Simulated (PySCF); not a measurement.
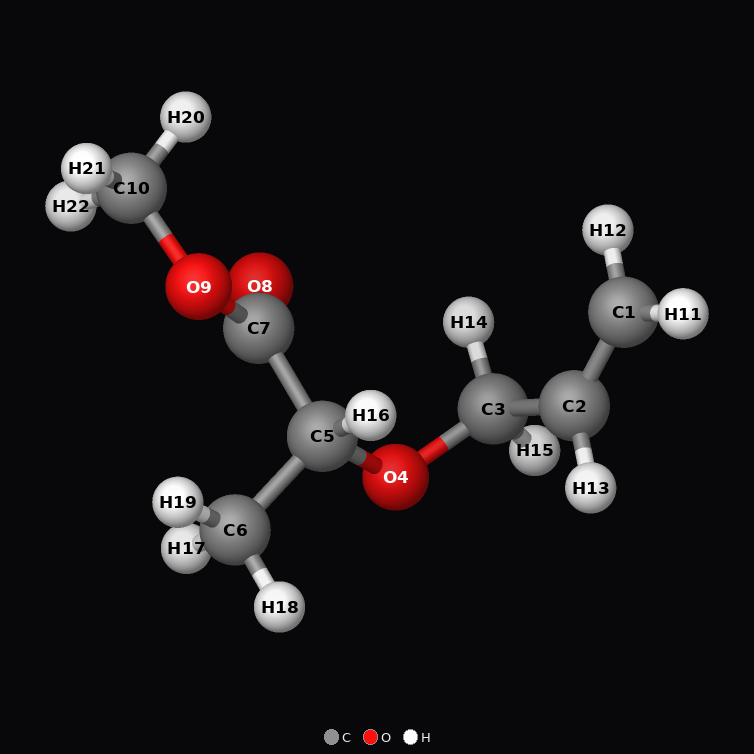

The computed structure is the end point of a GFN2-xTB optimisation. No frequency run is at hand to confirm it as a minimum. Electric field gradients from the ground-state density, PBE0/pcSseg-1 (PySCF 2.14.0), non-relativistic apart from any core potentials.

Give the largest field-gradient component, the quadrupole coupling constant and the asymmetry for 17O at O4 (Q = −25.6 mb), 17O at O8 (Q = −25.6 mb), 17O at O9 (Q = −25.6 mb), 2H at H11 (Q = 2.86 mb), 2H at H12 (Q = 2.86 mb).

```tsv
atom	V_zz (a.u.)	e²qQ/h (MHz)	η
O4	2.006	−12.07	0.96
O8	−1.613	9.70	0.22
O9	1.732	−10.42	0.40
H11	0.337	0.227	0.04
H12	0.334	0.225	0.05
```
